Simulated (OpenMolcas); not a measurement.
## OLi⁻: relativistic diatomic calculation (part 2 of 2)

Continued. System: OLi⁻. Method: SA-CASSCF(6,7)/XMS-CASPT2 + RASSI spin-orbit (X2C scalar, AMFI), ANO-RCC-VTZP (OpenMolcas).

## The program's output (extracts), continued
```
++ Dipole transition strengths (spin-free states):
     for osc. strength at least  1.00000000E-05
      From   To        Osc. strength     Einstein coefficients Ax, Ay, Az (sec-1)    Total A (sec-1)
         1   13       2.77179975E-04  1.20023213E+03  9.71644495E+00  0.00000000E+00  1.20994857E+03
         1   14       1.29462130E-01  1.20195652E+07  9.88220877E+04  0.00000000E+00  1.21183873E+07
         1   15       1.35917597E-01  2.76976663E+06  1.15490121E+07  0.00000000E+00  1.43187787E+07
         1   16       1.36009103E-01  1.15723401E+07  2.77535309E+06  0.00000000E+00  1.43476932E+07
         1   17       1.37789900E-01  1.28119685E+05  1.55065527E+07  0.00000000E+00  1.56346724E+07
         1    4       5.59620005E-04  0.00000000E+00  0.00000000E+00  8.22414060E+04  8.22414060E+04
         1    3       4.63443965E-04  0.00000000E+00  0.00000000E+00  6.81074353E+04  6.81074353E+04
         1    5       8.29605996E-04  0.00000000E+00  0.00000000E+00  1.98149295E+05  1.98149295E+05
         1    6       2.10788630E-01  0.00000000E+00  0.00000000E+00  5.03463353E+07  5.03463353E+07
         1   18       6.35436167E-05  2.06806244E+04  3.05015922E+01  0.00000000E+00  2.07111260E+04
         2   13       2.77179817E-04  9.71644381E+00  1.20023121E+03  0.00000000E+00  1.20994765E+03
         2   14       1.29462474E-01  9.88216523E+04  1.20195973E+07  0.00000000E+00  1.21184190E+07
         2   15       1.35917528E-01  1.15490143E+07  2.76975658E+06  0.00000000E+00  1.43187709E+07
         2   16       1.36008803E-01  2.77535149E+06  1.15723095E+07  0.00000000E+00  1.43476610E+07
         2   17       1.37789890E-01  1.55065510E+07  1.28119591E+05  0.00000000E+00  1.56346706E+07
         2    4       4.63444293E-04  0.00000000E+00  0.00000000E+00  6.81074813E+04  6.81074813E+04
         2    3       5.59620145E-04  0.00000000E+00  0.00000000E+00  8.22414239E+04  8.22414239E+04
         2    5       2.10788613E-01  0.00000000E+00  0.00000000E+00  5.03463261E+07  5.03463261E+07
         2    6       8.29605942E-04  0.00000000E+00  0.00000000E+00  1.98149292E+05  1.98149292E+05
         2   18       6.35434410E-05  3.05018628E+01  2.06805663E+04  0.00000000E+00  2.07110682E+04
         7    8       1.63787290E-02  0.00000000E+00  0.00000000E+00  2.90026628E+05  2.90026628E+05
         7   12       1.79133866E-01  0.00000000E+00  0.00000000E+00  5.32830774E+07  5.32830774E+07
        13   14       7.28713870E-04  0.00000000E+00  0.00000000E+00  4.19321932E+04  4.19321932E+04
        13    4       2.57432321E-01  1.17213862E+07  1.41939525E+07  0.00000000E+00  2.59153388E+07
        13    3       2.57432321E-01  1.41939525E+07  1.17213862E+07  0.00000000E+00  2.59153388E+07
        13    5       4.61184595E-04  1.00327836E+02  8.22826690E+04  0.00000000E+00  8.23829968E+04
        13    6       4.61183918E-04  8.22825543E+04  1.00328820E+02  0.00000000E+00  8.23828831E+04
        13   18       2.16892674E-01  0.00000000E+00  0.00000000E+00  5.52775622E+07  5.52775622E+07
         8   12       4.18737242E-02  0.00000000E+00  0.00000000E+00  7.11881353E+06  7.11881353E+06
        14    4       1.37619563E-04  3.80587350E+02  4.43909499E+02  0.00000000E+00  8.24496849E+02
        14    3       1.37619602E-04  4.43910008E+02  3.80587078E+02  0.00000000E+00  8.24497086E+02
        14    5       2.46775702E-02  5.96468337E+02  8.23753095E+05  0.00000000E+00  8.24349563E+05
        14    6       2.46775041E-02  8.23751049E+05  5.96473003E+02  0.00000000E+00  8.24347522E+05
        14   18       3.86982135E-04  0.00000000E+00  0.00000000E+00  2.71670585E+04  2.71670585E+04
        15    5       2.06900766E-02  4.20408416E+05  1.37057568E+05  0.00000000E+00  5.57465984E+05
        15    6       2.06900934E-02  1.37058051E+05  4.20408514E+05  0.00000000E+00  5.57466564E+05
        16    5       2.06625552E-02  1.36511833E+05  4.18733253E+05  0.00000000E+00  5.55245087E+05
        16    6       2.06625999E-02  4.18734501E+05  1.36511911E+05  0.00000000E+00  5.55246413E+05
        17    5       1.84114486E-02  4.24334565E+05  3.21268887E+02  0.00000000E+00  4.24655833E+05
        17    6       1.84114528E-02  3.21269590E+02  4.24334765E+05  0.00000000E+00  4.24656034E+05
         4    5       2.45281144E-05  0.00000000E+00  0.00000000E+00  2.72318382E+02  2.72318382E+02
         4    6       2.09403366E-05  0.00000000E+00  0.00000000E+00  2.32485894E+02  2.32485894E+02
         4   18       4.15595175E-02  6.61269842E+05  8.00662346E+05  0.00000000E+00  1.46193219E+06
         3    5       2.09403442E-05  0.00000000E+00  0.00000000E+00  2.32485895E+02  2.32485895E+02
         3    6       2.45280807E-05  0.00000000E+00  0.00000000E+00  2.72318104E+02  2.72318104E+02
         3   18       4.15595179E-02  8.00662355E+05  6.61269847E+05  0.00000000E+00  1.46193220E+06
         5   18       1.99977264E-04  6.90133267E-01  1.35011155E+03  0.00000000E+00  1.35080169E+03
         6   18       1.99977203E-04  1.35011053E+03  6.90135315E-01  0.00000000E+00  1.35080067E+03
        19   21       3.84698580E-04  1.01762931E+03  1.86518475E+03  0.00000000E+00  2.88281406E+03
        20   21       3.84698164E-04  1.86517873E+03  1.01762664E+03  0.00000000E+00  2.88280537E+03
 Electric-quadrupole - electric-quadrupole not included
 Electric-dipole - electric-octupole not included
 Electric-dipole - magnetic-quadrupole not included
   Eigenvalues of complex Hamiltonian:
  (Shifted by EMIN (a.u.) =        -82.5945653012)
 SO State       Relative EMIN(au)   Rel lowest level(eV)    D:o, cm**(-1)      Omega
     1            -0.0002742085        0.0000000001              0.0000         2.0
     2            -0.0002742085        0.0000000000              0.0000         2.0
     3            -0.0000064671        0.0072856149             58.7624         1.0
     4            -0.0000064659        0.0072856454             58.7627         1.0
     5             0.0002482802        0.0142176414            114.6730         0.0
     6             0.0002609760        0.0145631103            117.4594         0.0
     7             0.0049305577        0.1416289018           1142.3141         0.0
     8             0.0116623624        0.3248106406           2619.7745         1.0
     9             0.0116623624        0.3248106406           2619.7745         1.0
    10             0.0116691015        0.3249940199           2621.2535         0.0
    11             0.0283806206        0.7797376217           6289.0080         0.0
    12             0.0539568461        1.4757021736          11902.3407         0.0
    13             0.0539588028        1.4757554172          11902.7702         1.0
    14             0.0539588028        1.4757554171          11902.7702         1.0
    15             0.0570098274        1.5587780253          12572.3927         3.0
    16             0.0570098274        1.5587780253          12572.3927         3.0
    17             0.0571890254        1.5636542523          12611.7221         2.0
    18             0.0572193451        1.5644792940          12618.3765         2.0
    19             0.0575434202        1.5732978259          12689.5027         1.0
    20             0.0575434202        1.5732978256          12689.5027         1.0
    21             0.0583185872        1.5943911933          12859.6322         2.0
    22             0.0584094623        1.5968640315          12879.5770         2.0
    23             0.0592058496        1.6185348342          13054.3638         0.0
    24             0.0594194139        1.6243462152          13101.2358         0.0
    25             0.0594356637        1.6247883937          13104.8022         1.0
    26             0.0594356637        1.6247883937          13104.8022         1.0
    27             0.0676376926        1.8479769709          14904.9395         0.0
    28             0.0676413173        1.8480756036          14905.7350         0.0
    29             0.0676454261        1.8481874113          14906.6368         1.0
    30             0.0676454261        1.8481874113          14906.6368         1.0
    31             0.0676499838        1.8483114314          14907.6371         2.0
    32             0.0676500445        1.8483130839          14907.6504         2.0
    33             0.0859478817        2.3462225978          18923.5614         2.0
    34             0.0859478817        2.3462225983          18923.5615         2.0
    35             0.0862142606        2.3534711371          18982.0249         1.0
    36             0.0862142638        2.3534712258          18982.0256         1.0
    37             0.0864804892        2.3607155865          19040.4553         0.0
    38             0.0864811221        2.3607328098          19040.5942         0.0
    39             0.1007239404        2.7482996384          22166.5315         1.0
    40             0.1007239404        2.7482996384          22166.5315         1.0
    41             0.1007292942        2.7484453249          22167.7065         0.0
    42             0.1011333212        2.7594394578          22256.3802         0.0
    43             0.1597160558        4.3535568765          35113.8043         0.0
    44             0.1597165937        4.3535715127          35113.9223         1.0
    45             0.1597165983        4.3535716394          35113.9233         1.0
    46             0.1597198184        4.3536592626          35114.6301         0.0
    47             0.1597198957        4.3536613671          35114.6470         1.0
    48             0.1597199058        4.3536616416          35114.6493         1.0
    49             0.1597204000        4.3536750899          35114.7577         2.0
    50             0.1597204000        4.3536750877          35114.7577         2.0
    51             0.1597225662        4.3537340348          35115.2331         3.0
    52             0.1597225662        4.3537340348          35115.2331         3.0
    53             0.1749938617        4.7692871534          38466.8951         2.0
    54             0.1749938617        4.7692871534          38466.8951         2.0
    55             0.1749957387        4.7693382293          38467.3070         1.0
    56             0.1749957387        4.7693382292          38467.3070         1.0
    57             0.1749963642        4.7693552518          38467.4443         0.0
 Weights of the five most important spin-orbit-free states for each spin-orbit state.
 SO State  Total energy (au)           Spin-free states, spin, and weights
    1        -0.000274       1 1.0  0.5000    2 1.0  0.5000   10 0.0  0.0000   21 2.0  0.0000   19 2.0  0.0000
    2        -0.000274       1 1.0  0.5000    2 1.0  0.5000    9 0.0  0.0000   21 2.0  0.0000   19 2.0  0.0000
    3        -0.000006       1 1.0  0.9994   13 1.0  0.0006   14 1.0  0.0000   19 2.0  0.0000   17 1.0  0.0000
    4        -0.000006       2 1.0  0.9994   13 1.0  0.0006   14 1.0  0.0000   20 2.0  0.0000   17 1.0  0.0000
    5         0.000248       2 1.0  0.4974    1 1.0  0.4974    7 0.0  0.0052    8 0.0  0.0000   17 1.0  0.0000
    6         0.000261       2 1.0  0.4994    1 1.0  0.4994   13 1.0  0.0012   14 1.0  0.0000   20 2.0  0.0000
    7         0.004931       7 0.0  0.9947    2 1.0  0.0026    1 1.0  0.0026   17 1.0  0.0000    4 1.0  0.0000
    8         0.011662      13 1.0  0.9994    2 1.0  0.0003    1 1.0  0.0003   17 1.0  0.0000    3 1.0  0.0000
    9         0.011662      13 1.0  0.9994    1 1.0  0.0003    2 1.0  0.0003   17 1.0  0.0000    4 1.0  0.0000
   10         0.011669      13 1.0  0.9988    2 1.0  0.0006    1 1.0  0.0006   11 0.0  0.0000    3 1.0  0.0000
   11         0.028381       8 0.0  0.9999   17 1.0  0.0001    2 1.0  0.0000    1 1.0  0.0000    4 1.0  0.0000
   12         0.053957      14 1.0  0.9971   11 0.0  0.0025    4 1.0  0.0002    3 1.0  0.0002    5 1.0  0.0000
   13         0.053959      14 1.0  0.9973   17 1.0  0.0025    3 1.0  0.0001    4 1.0  0.0001   15 1.0  0.0000
   14         0.053959      14 1.0  0.9973   17 1.0  0.0025    4 1.0  0.0001    3 1.0  0.0001   15 1.0  0
```

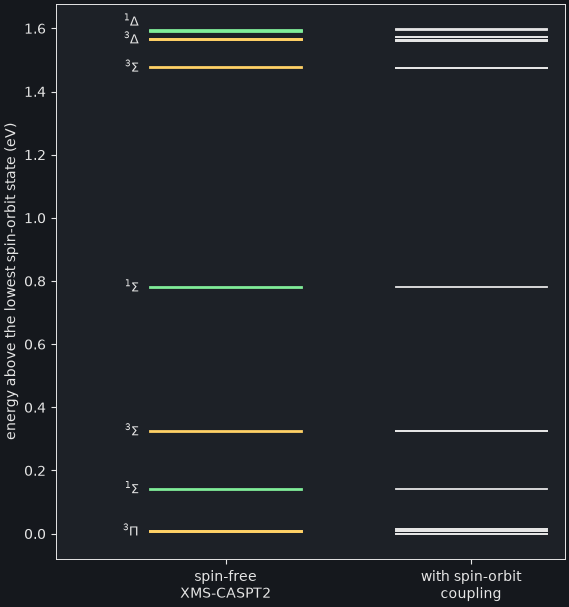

Fig. 2: States up to 1.6 eV at 1.754 Å, without spin-orbit coupling (left, a colour for each spin multiplicity) and with it (right, where close levels merge). The spin-free states run ³Π (0.00 eV), ¹Σ (0.13 eV), ³Σ (0.32 eV), ¹Σ (0.77 eV), ³Σ (1.47 eV), ³Δ (1.56 eV) from the lowest. The lowest spin-orbit levels have |Ω| = 2 (0 cm⁻¹), 1 (59 cm⁻¹), 0 (115 cm⁻¹), 0 (117 cm⁻¹), 0 (1,142 cm⁻¹).

## Key numbers

- outcome: converged; components of a degenerate state are split by 22 cm⁻¹; whether the anion is bound against detachment isn't tested
- lowest spin-free state: ³Π
- lowest spin-orbit level: Ω = 2, −82.59484 hartree
- next level: Ω = 1, 59 cm⁻¹
- hardware: 1 thread of Intel Xeon (Granite Rapids), 64 GiB of memory available, shared host
- wall time: 23 s
- peak memory: 0.17 GiB

## Notes

To bear in mind: the two components of ¹Δ at 1.59 eV, degenerate in CASSCF as they must be, are split by 22 cm⁻¹ in XMS-CASPT2, an artefact that passes into its spin-orbit levels; the run doesn't test whether the anion keeps its extra electron; the basis has no added diffuse functions, and states above the detachment threshold, which may include the lowest, are held only by it.
